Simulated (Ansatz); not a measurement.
# Quasiparticle gap of SrTiO3 (I4/mcm), part 2 of 2

Wanted: the gap of SrTiO3 (I4/mcm) with a many-body correction, and the time that it takes.

Ansatz 0.2.0; PBE, then G0W0 on it, plane waves, PAW. Known limits of the many-body steps: finite bands, screening cutoff and k mesh; no spin-orbit coupling in G0W0.

So far. Step 2 (The PBE band structure): Over mesh and path the gap is 1.903 eV, direct, at k = Γ. The pressure in this cell is 5 GPa; the cell is kept.

In doubt: masses and optical values from hybrid runs of this build are listed as unsure (in some of the runs), which bears on the screening that GW takes from such a start.

**3. One-shot GW**

G0W0 replaces the xc potential by a self-energy built once from the orbitals of the start. Levels are corrected in the window of bands that the input names, at points of the mesh.

This step: G0W0 on PBE, plane waves, PAW.

input.yaml reads:

```yaml
crystal:
  lattice:
    - [-2.7555, 2.7555, 3.898]
    - [2.7555, -2.7555, 3.898]
    - [2.7555, 2.7555, -3.898]
  atoms:
    - { symbol: Sr, position: [0.75, 0.25, 0.5] }
    - { symbol: Sr, position: [0.25, 0.75, 0.5] }
    - { symbol: Ti, position: [0.0, 0.0, 0.0] }
    - { symbol: Ti, position: [0.5, 0.5, 0.0] }
    - { symbol: O, position: [0.25, 0.25, 0.0] }
    - { symbol: O, position: [0.75, 0.75, 0.0] }
    - { symbol: O, position: [0.7451, 0.2451, 0.9902] }
    - { symbol: O, position: [0.2451, 0.2549, 0.5] }
    - { symbol: O, position: [0.2549, 0.7549, 0.0098] }
    - { symbol: O, position: [0.7549, 0.7451, 0.5] }
kpoints:
  mp_grid: { grid: [4, 4, 4] }
hamiltonian:
  xc: pbe
scf:
  occupations: { method: fixed }
gw:
  n_empty_bands: 544
  ecut_chi: 160.0
  qp_bands: [v3, c3]
  qp_kpoints: band_edges
  screening: { model: contour_deformation }
```

On the command line:

```sh
ansatz run input.yaml --threads 3 --pin off --max-ram 92160MiB --backend cuda --events-out ev --progress --plain --runs-dir out --devices 1 --max-vram 13GiB  # rebuilt from the run's record
```

Numbers of over 12 decimals in the logs are rounded to 6 here.

Log:

```text
GPUs: using 1 of 1 available (devices: 1).
[...]
GPU FFT provider: cuFFT
GPU libraries: cuBLAS 13.8.2, cuFFT 12.4.0, cuSOLVER 12.3.4
Crystal: 10 atoms, lattice volume = 118.387 Å³
Basis set: ecut = 420 eV, 2277 PW (Γ)
Bands: 50, of which v1, the nominal top of the filled ones, is band 40 counted from 1 (39 counted from 0)
Symmetry: 16 space group operations
[...]
k-points: 13 of 64
[...]
GPU buffer pool allocated for 64000 grid points (all kernels)
[...]
SCF iter   1: F=—  HF=-15508.912014 eV  |F-HF|=—  |Δ(HF+E_count)|=         —  Δρ=1.97e-3  dr2=2.34e-3  ethr=1.77e-3  ⟨swp⟩=4.8  Hψ=2568  notcnv=0  defer=76
[...]
SCF iter   6: F=-15508.913692 eV  HF=-15508.913692 eV  |F-HF|=5.10e-9  |Δ(HF+E_count)|=   5.23e-7  Δρ=7.84e-6  dr2=7.86e-8  ethr=1.25e-10  ⟨swp⟩=11.5  Hψ=3348  notcnv=0
SCF 1 converged in 6 iterations: F = -15508.913692 eV  dr2 = 7.86e-8
[...]
NSCF: frozen V_eff on 13 k-points
the band table was solved once the SCF had ended and its energy, with any forces and stress, was formed, with the checks that follow a solve (2541 applications of the Hamiltonian). They found nothing against the state; the energy, forces and stress were not computed again (output.eigenvalues in the input reference)
[...]
G₀W₀ screening: q 1/13
[... further progress lines ...]
[...]
SCF converged after 6 iterations
Free energy (F): -15508.913692 eV
[...]
Internal energy: -15508.913692 eV  (E = F + TS)
E sigma→0 (E₀):  -15508.913692 eV
Fermi energy:    10.073781 eV
[...]
--- Band table (eV; the first three rows and the last of 13) ---
  k-point 0: bands = [... 36 lower, 9.7353, 10.0677, 10.0738, 10.0738, 11.9745, 11.9745, 11.9752, 14.4374, ... 6 higher]
  k-point 1: bands = [... 36 lower, 9.4058, 9.4918, 9.4919, 10.0307, 12.0556, 13.0387, 13.0399, 14.1987, ... 6 higher]
  k-point 2: bands = [... 36 lower, 8.5181, 9.3564, 9.3568, 9.9880, 12.1411, 13.9094, 13.9100, 13.9171, ... 6 higher]
  k-point 12: bands = [... 36 lower, 8.5138, 9.3588, 9.3588, 9.9871, 12.1427, 13.8930, 13.8930, 13.9385, ... 6 higher]
--- G₀W₀: contour deformation, 7 samples at zero and on the imaginary axis and 2 off it, 64 q-points, 544 empty bands' worth ---
  eigenvalues of the whole cell's RPA ε∞ on this k-mesh (on a slab, of 1 + 4πα/V) = 6.1363, 6.1363, 6.1368; static W/v taken at q = 0 is 0.162961
  gw.qp_kpoints: band_edges: 11 of 13 stored k-points solved, in 1 pass; an edge of the gap read off the rows below is read off those points alone
    valence top: of the k-points left out ik 10 came nearest to being solved in a further pass, in band 40 (counted from 1, as in the quasiparticle table): it holds the edge there only if its correction is more favourable than any solved in that band by at least 0.524 eV; those differ by 0.051 eV
    conduction bottom: of the k-points left out ik 10 came nearest to being solved in a further pass, in band 41 (counted from 1, as in the quasiparticle table): it holds the edge there only if its correction is more favourable than any solved in that band by at least 1.022 eV; those differ by 0.055 eV
    ik  band        ε_KS         Σx   Σc(E_QP)       V_xc       Z   E_QP_lin       E_QP  E_QP is
     0    38     10.0677   -26.0682     4.6136   -21.0074  0.7186     9.6164     9.6205  root
     0    39     10.0738   -26.0792     4.6116   -21.0213  0.7186     9.6235     9.6275  root
     0    40     10.0738   -26.0792     4.6116   -21.0213  0.7186     9.6235     9.6275  root
     0    41     11.9745   -12.6542    -6.5145   -20.2870  0.7402    13.1174    13.0928  root
     0    42     11.9745   -12.6542    -6.5145   -20.2870  0.7402    13.1174    13.0928  root
     0    43     11.9752   -12.6496    -6.5195   -20.2883  0.7402    13.1191    13.0944  root
     1    38      9.4918   -26.1139     4.3738   -21.2811  0.7259     9.0285     9.0327  root
     1    39      9.4919   -26.1151     4.3738   -21.2823  0.7259     9.0286     9.0328  root
     1    40     10.0307   -25.9912     4.6120   -20.9291  0.7183     9.5764     9.5806  root
     1    41     12.0556   -12.7995    -6.6318   -20.5704  0.7370    13.2210    13.1946  root
     1    42     13.0387   -14.2130    -6.5309   -21.8723  0.7165    14.1981    14.1670  root
     1    43     13.0399   -14.2158    -6.5313   -21.8757  0.7165    14.1996    14.1685  root
     2    38      9.3564   -26.1044     4.4711   -21.1530  0.7248     8.8714     8.8761  root
     2    39      9.3568   -26.1045     4.4713   -21.1529  0.7248     8.8717     8.8765  root
     2    40      9.9880   -25.9012     4.6105   -20.8363  0.7180     9.5293     9.5337  root
     2    41     12.1411   -12.9694    -6.7584   -20.8890  0.7335    13.3305    13.3022  root
     2    42     13.9094   -14.8697    -7.1708   -23.2149  0.6912    15.1292    15.0838  root
     2    43     13.9100   -14.8642    -7.1719   -23.2101  0.6911    15.1294    15.0840  root
     3    38      9.6695   -25.4892     4.6136   -20.3941  0.7159     9.1828     9.1880  root
     3    39      9.6711   -25.4959     4.6127   -20.4019  0.7160     9.1845     9.1897  root
     3    40      9.8818   -25.8811     4.6368   -20.7805  0.7168     9.4134     9.4180  root
     3    41     12.5122   -13.2990    -6.5781   -21.0040  0.7293    13.6668    13.6391  root
     3    42     12.5988   -13.5042    -6.4774   -21.0978  0.7276    13.7422    13.7150  root
     3    43     12.5997   -13.5072    -6.4778   -21.1015  0.7276    13.7435    13.7162  root
     4    38      8.8995   -24.5503     4.5978   -19.4267  0.7076     8.3662     8.3737  root
     4    39      9.1014   -25.5472     4.4143   -20.6781  0.7170     8.6419     8.6467  root
     4    40      9.7708   -25.6854     4.6297   -20.5815  0.7162     9.2917     9.2966  root
     4    41     12.6676   -13.6649    -6.6658   -21.4764  0.7236    13.8433    13.8134  root
     4    42     13.6967   -14.3347    -7.1415   -22.6455  0.6994    14.9072    14.8660  root
     4    43     13.7029   -14.3266    -7.0760   -22.5651  0.7002    14.9059    14.8655  root
     5    38      9.1695   -25.1947     4.5935   -20.1076  0.7116     8.6699     8.6759  root
     5    39      9.4505   -25.4597     4.6841   -20.2781  0.7125     8.9474     8.9532  root
     5    40      9.4505   -25.4597     4.6841   -20.2781  0.7125     8.9474     8.9532  root
     5    41     13.4747   -13.8374    -7.2237   -22.2348  0.7059    14.6876    14.6484  root
     5    42     13.4747   -13.8374    -7.2237   -22.2348  0.7059    14.6876    14.6484  root
     5    43     13.5259   -13.7872    -7.0901   -22.0341  0.7069    14.7205    14.6827  root
     7    38      8.7671   -25.7500     4.3419   -20.9085  0.7238     8.2619     8.2675  root
     7    39      9.4337   -25.1946     4.5847   -20.1150  0.7135     8.9331     8.9389  root
     7    40      9.4337   -25.1946     4.5847   -20.1150  0.7135     8.9331     8.9389  root
     7    41     13.1036   -14.1975    -6.7802   -22.1360  0.7130    14.2960    14.2619  root
[...]
11    38      8.7683   -25.7504     4.3423   -20.9085  0.7238     8.2632     8.2688  root
    11    39      9.4349   -25.1958     4.5848   -20.1161  0.7135     8.9343     8.9401  root
    11    40      9.4355   -25.1995     4.5849   -20.1198  0.7135     8.9350     8.9408  root
    11    41     13.1034   -14.1981    -6.7795   -22.1359  0.7130    14.2958    14.2617  root
    11    42     13.1052   -14.2013    -6.7793   -22.1390  0.7129    14.2977    14.2636  root
    11    43     13.9108   -14.7798    -7.2396   -23.1992  0.6911    15.1364    15.0905  root
    12    38      9.3588   -26.1042     4.4711   -21.1529  0.7248     8.8739     8.8787  root
    12    39      9.3588   -26.1042     4.4711   -21.1529  0.7248     8.8739     8.8787  root
    12    40      9.9871   -25.9020     4.6106   -20.8370  0.7180     9.5283     9.5327  root
    12    41     12.1427   -12.9723    -6.7588   -20.8926  0.7334    13.3324    13.3042  root
    12    42     13.8930   -14.8422    -7.1891   -23.2092  0.6915    15.1157    15.0710  root
    12    43     13.8930   -14.8422    -7.1891   -23.2092  0.6915    15.1157    15.0710  root
```

Elapsed: 36 s, on 1 × NVIDIA H100 80GB HBM3 (shared by 6 runs) with 3 threads of AMD EPYC 7R13 (Zen 3), shared host; peak memory 2.2 GiB; 57 s of CPU time.

Numbers from this step:

```
bands summed                                    : 584
RPA ε∞ on this mesh (eigenvalues)               : 6.136, 6.136, 6.137
plane waves in the screening matrix             : 537
q-points in the mesh                            : 64
G0W0 gap over the corrected points              : 3.465 eV
k of the valence top                            : 0, 0, 0
k of the conduction bottom                      : 0, 0, 0
starting gap on the mesh                        : 1.901 eV
Z at the valence top                            : 0.7186
Z at the conduction bottom                      : 0.7402
least direct G0W0 gap over the corrected points : 3.465 eV
```

Over 11 of 13 irreducible mesh points the G0W0 gap is 3.465 eV, direct, at k = Γ. The PBE gap of this run on the mesh is 1.901 eV. The two states that bound the G0W0 gap lie that far apart at the start, so the correction of the gap is 3.465 − 1.901 = +1.564 eV. The start of this run differs from the step before in mesh (6×6×6 and 4×4×4).

Labels follow the order of the start: v1 is the top filled band, c1 the lowest empty one; levels that stay degenerate share a row, the window can cut a multiplet, doubted levels are not marked in this list, bands outside the window were not corrected, and the list may be a part of the corrected levels. The levels before and after the correction (eV, zero at the valence-band top of each column):

```
           conduction bottom  valence top
Kohn-Sham               1.90         0.00
     G0W0               3.47         0.00
```

```
             level  occupation  energy (eV)
Kohn-Sham     Γ v3           2       -0.006
Kohn-Sham  Γ v2-v1           2        0.000
Kohn-Sham  Γ c1-c3           0        1.901
     G0W0     Γ v3           2       -0.007
     G0W0  Γ v2-v1           2        0.000
     G0W0  Γ c1-c3           0        3.465
```

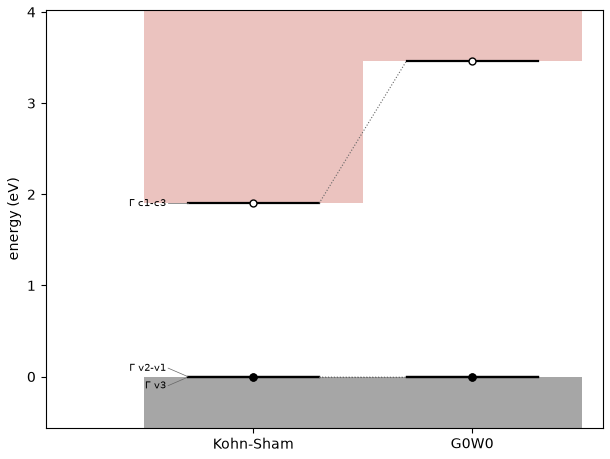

Levels before and after the correction. Shaded: valence and conduction bands. Filled marks are occupied levels, open marks empty ones.

The parts of the quasiparticle energy for the two states that bound the G0W0 gap, in eV on the run's own scale (QP = start + Σx + Σc − Vxc, with Σc at the quasiparticle energy):

```
             edge  k  band   start       Σx      Σc      Vxc      Z      QP
      valence top  Γ    39  10.074  −26.079   4.612  −21.021  0.719   9.627
conduction bottom  Γ    41  11.975  −12.654  −6.514  −20.287  0.740  13.093
```

**4. Spin-orbit coupling**

This run has two-component orbitals with spin-orbit coupling.

This step: DFT, PBE with spin-orbit coupling, plane waves, PAW.

input.yaml, the sections that differ from step 3:

```yaml
kpoints:
  mp_grid: { grid: [6, 6, 6] }
  band_path:
    path:
      - [0.0, 0.0, 0.0]
      - [0.0, 0.0, 0.5]
      - [0.25, 0.25, 0.25]
      - [0.0, 0.5, 0.0]
      - [0.5, 0.5, -0.5]
      - [0.37492725, 0.62507275, -0.37492725]
      - [-0.37492725, 0.37492725, 0.37492725]
      - [-0.24985449, 0.24985449, 0.5]
    npoints: 1
scf:
  occupations: { method: fixed }
  n_extra_bands: 14
magnetization:
  noncollinear: true
  spin_orbit: true
output:
  eigenvalues: true
  forces: true
  stress: true
# crystal, hamiltonian: as in step 3
# gw: removed
```

Log:

```text
[...]
GPUs: using 1 of 1 available (devices: 1).
[...]
non-collinear run that drives no moment, with spin-orbit: no starting moment large enough to seed its density (crystal.atoms[].spin), no starting occupations that ask for one, no magnetisation constraint and no magnetic field, so the semilocal B_xc is pinned to zero
[...]
GPU FFT provider: cuFFT
GPU libraries: cuBLAS 13.8.2, cuFFT 12.4.0, cuSOLVER 12.3.4
Crystal: 10 atoms, lattice volume = 118.387 Å³
Basis set: ecut = 420 eV, 2277 PW (Γ), exchange–correlation on 80×80×80 points (8 copies of the dense FFT grid, shifted against one another)
Bands: 94, of which v1, the nominal top of the filled ones, is band 80 counted from 1 (79 counted from 0)
Symmetry: 16 space group operations + 16 with time reversal
[...]
k-points: 30 of 216
Projection manifold: j_resolved (fully-relativistic pseudo-atomic orbitals)
[...]
GPU buffer pool allocated for 64000 grid points (all kernels)
[...]
SCF iter   1: F=—  HF=-15510.679706 eV  |F-HF|=—  |Δ(HF+E_count)|=         —  Δρ=5.05e-2  dr2=2.86e0  dr2_m=0.00e0 (ungated)  ethr=3.10e-3  |M|=0.00e0 ∫|m|=0.00e0 μB  |m|>n=0.0e0 m-floor=0.0e0 τ_xc=0.0e0  β_m=0.30  ⟨swp⟩=4.8  Hψ=6227  notcnv=0  defer=216
[...]
spin=Noncollinear: Resta preconditioning applied to the charge; magnetization (m_x, m_y, m_z) channels mix plain (no charge-response kernel on spin).
[...]
site 7: m = (+0.0000, +0.0000, +0.0000) μB, |m| = 0.0000 μB  (R = 0.80 Å)
  site 8: m = (+0.0000, +0.0000, +0.0000) μB, |m| = 0.0000 μB  (R = 0.80 Å)
  site 9: m = (+0.0000, +0.0000, +0.0000) μB, |m| = 0.0000 μB  (R = 0.80 Å)
Free energy (F): -15510.288193 eV
[...]
Internal energy: -15510.288193 eV  (E = F + TS)
E sigma→0 (E₀):  -15510.288193 eV
Fermi energy:    10.078950 eV
[...]
--- Forces (eV/Å), atoms counted from 1 ---
  atom   1  Sr    -0.00000000    -0.00000000     0.00000000
  atom   2  Sr    -0.00000000    -0.00000000     0.00000000
  atom   3  Ti    -0.00000000     0.00000000    -0.00000000
  atom   4  Ti    -0.00000000     0.00000000     0.00000000
  atom   5  O      0.00000000     0.00000000     0.00000000
  atom   6  O     -0.00000000     0.00000000     0.00000000
  atom   7  O     -0.01132480    -0.01132480    -0.00000000
  atom   8  O      0.01132480    -0.01132480     0.00000000
  atom   9  O      0.01132480     0.01132480    -0.00000000
  atom  10  O     -0.01132480     0.01132480    -0.00000000
  max |Σ_I F_I| component: 3.47e-18 eV/Å
--- Stress (GPa, compression-positive) ---
        5.454821      -0.000000       0.000000
       -0.000000       5.454821       0.000000
       -0.000000       0.000000       5.443542
  P = ⅓ Tr σ = 5.4511 GPa (54.511 kbar)
--- Band table (eV; the first three rows and the last of 30) ---
  k-point 0: bands = [... 76 lower, 10.0754, 10.0754, 10.0790, 10.0790, 11.9668, 11.9668, 11.9673, 11.9673, ... 10 higher]
  k-point 1: bands = [... 76 lower, 9.7549, 9.7549, 10.0513, 10.0513, 12.0161, 12.0161, 12.5415, 12.5415, ... 10 higher]
  k-point 2: bands = [... 76 lower, 9.4371, 9.4371, 10.0084, 10.0084, 12.0995, 12.0995, 13.4759, 13.4759, ... 10 higher]
  k-point 29: bands = [... 76 lower, 9.3763, 9.3763, 9.9861, 9.9861, 12.1445, 12.1445, 13.8829, 13.8829, ... 10 higher]
[key lines of the parts left out:]
SCF converged after 10 iterations
Magnetization: |M| = 0.0000 μB,  M = (+0.0000, +0.0000, +0.0000) μB
```

Wall time 7.6 s (1 × NVIDIA H100 80GB HBM3 (shared by 6 runs) with 3 threads); peak memory 1.1 GiB; 15 s of CPU time.

This step gave:

* pressure: 5.451 GPa
* gap: 1.888 eV
* valence top at: Γ
* conduction bottom at: Γ
* least direct gap: 1.888 eV

Over mesh and listed points the gap is 1.888 eV, direct, at k = Γ. The pressure in this cell is 5 GPa; the cell is kept. PBE+SOC against PBE: 1.888 − 1.903 = −0.015 eV, with the same mesh, set of files (read in its fully relativistic form for the spin-orbit run) and cutoff, and both edges at the same k points. The spin-orbit run sees mesh and listed points alone, so its gap is an upper bound: the coupling can move an edge off these points, and the change over the zone, its sign included where it is small, is not known.

**5. Side by side**

Each gap is the least one over the points named; times are wall times on shared hosts, not benchmarks. A G0W0 time includes the run's own self-consistent start. Runs with listed points see these and the mesh alone, so an edge that moves elsewhere is missed. Rows marked * are further runs, not shown as steps, whose inputs differ from the G0W0 step on the same start in the columns given; solver thresholds can differ too.

```
    level   mesh       files, cutoff   bands summed, screening                            points  gap (eV)  valence top  conduction bottom  least direct gap (eV)   time
      PBE  6×6×6  soft_2 PAW, 420 eV                         -                     mesh and path     1.903            Γ                  Γ                  1.903   11 s
  PBE+SOC  6×6×6  soft_2 PAW, 420 eV                         -            mesh and listed points     1.888            Γ                  Γ                  1.888  7.6 s
G0W0@PBE*  4×4×4  soft_2 PAW, 420 eV                129, 48 eV  11 of 13 irreducible mesh points     3.682            Γ                  Γ                  3.682  6.7 s
G0W0@PBE*  4×4×4  soft_2 PAW, 420 eV                292, 96 eV  11 of 13 irreducible mesh points     3.449            Γ                  Γ                  3.449  9.7 s
 G0W0@PBE  4×4×4  soft_2 PAW, 420 eV               584, 160 eV  11 of 13 irreducible mesh points     3.465            Γ                  Γ                  3.465   36 s
G0W0@PBE*  2×2×2  soft_2 PAW, 420 eV                292, 96 eV     all 4 irreducible mesh points     3.244            Γ                  Γ                  3.244  4.4 s
G0W0@PBE*  4×4×4  soft_2 PAW, 420 eV  292, 96 eV, plasmon pole  11 of 13 irreducible mesh points     3.461            Γ                  Γ                  3.461   22 s
```

**6. Summary of results**

| Item | Value |
| --- | --- |
| PBE gap over mesh and path | 1.903 eV, direct, at k = Γ |
| G0W0@PBE gap over 11 of 13 irreducible mesh points | 3.465 eV, direct, at k = Γ |
| PBE+SOC gap over mesh and listed points | 1.888 eV |
| GW settings | 4×4×4 mesh, 544 empty bands, screening to 160 eV |
| known limits | finite bands, screening cutoff and k mesh; no spin-orbit coupling in G0W0 |

Over 11 of 13 irreducible mesh points the G0W0 gap is 3.465 eV, direct, at k = Γ. The PBE gap of this run on the mesh is 1.901 eV. The two states that bound the G0W0 gap lie that far apart at the start, so the correction of the gap is 3.465 − 1.901 = +1.564 eV. The valence state moves by 9.627 − 10.074 = −0.447 eV and the conduction state by 13.093 − 11.975 = +1.118 eV, on the run's own scale; with 129 bands the edge states move by +0.024 and +1.806 eV, so the split between the edges depends on the bands and cutoff. Both edges that PBE shows over mesh and path lie at k points where levels were corrected. Levels at other points were not corrected, so a lower G0W0 gap elsewhere in the zone is not ruled out. From 129 bands and 48 eV to 584 bands and 160 eV the gap moves by 3.465 − 3.682 = −0.217 eV (rung by rung 3.682, 3.449, 3.465 eV); bands and screening cutoff rise together, so their parts are not told apart. The gap turns back along the series (3.682, 3.449, 3.465 eV), so no line is drawn and the limit is not known. With the 2×2×2 mesh in place of the 4×4×4 mesh and all else as in the G0W0@PBE row with 292 bands, the gap differs by 3.244 − 3.449 = −0.205 eV, and that of the start by 1.789 − 1.901 = −0.112 eV. With the plasmon pole model in place of the contour deformation model and all else as in the G0W0@PBE row with 292 bands, the gap differs by 3.461 − 3.449 = +0.012 eV. G0W0 on other starts in this series, not shown as steps and not all at these settings: 3.443 eV on r2SCAN (4×4×4, soft_2 PAW, 292 bands, 96 eV) and 3.760 eV on HSE06 (4×4×4, soft_2 PAW, 292 bands, 96 eV). PBE+SOC against PBE: 1.888 − 1.903 = −0.015 eV, with the same mesh, set of files (read in its fully relativistic form for the spin-orbit run) and cutoff, and both edges at the same k points. The spin-orbit run sees mesh and listed points alone, so its gap is an upper bound: the coupling can move an edge off these points, and the change over the zone, its sign included where it is small, is not known. What spin-orbit coupling does to the G0W0 levels was not computed, so no sum with the G0W0 gap is formed. The G0W0 runs are scalar-relativistic. G0W0@PBE runs of this series with other atomic data on the same mesh, not shown as steps, give 3.446 eV (hard PAW, 930 eV, 292 bands, screening to 96 eV; the table's row with the same empty bands and screening cutoff has 3.449 eV); where bands and cutoffs differ too, the part of the files is not isolated.

[Paths, hosts, dates, memory and timing lines, banners, echoed tables and standing remarks are left out of the program output.]

[Logs are printed without paths, hosts, clocks, repeated set-up lines and the standing remarks that a program may print on its own settings, such as how far it seeks lower states.]

[Runs of the session that timed out or met a known fault of the program may be left out.]

[Cells called generated may have been cut or substituted from an entry of the Crystallography Open Database or the Materials Project.]

[Hosts, paths, dates, database ids (printed as entryN), source tags and the programs' standing remarks are cut or masked in the printed files.]

[Where an RPA ε∞ is given, it is that of the G0W0 mesh and is not shown converged in it. Names of k-points follow the symmetry that the program found, which can be lower than the space group named. Band edges on a path are those of the sampled points; other points can move an edge, and change direct to indirect where valleys lie close.]

[Hybrid gaps are those of their k-mesh and are not shown converged in it.]
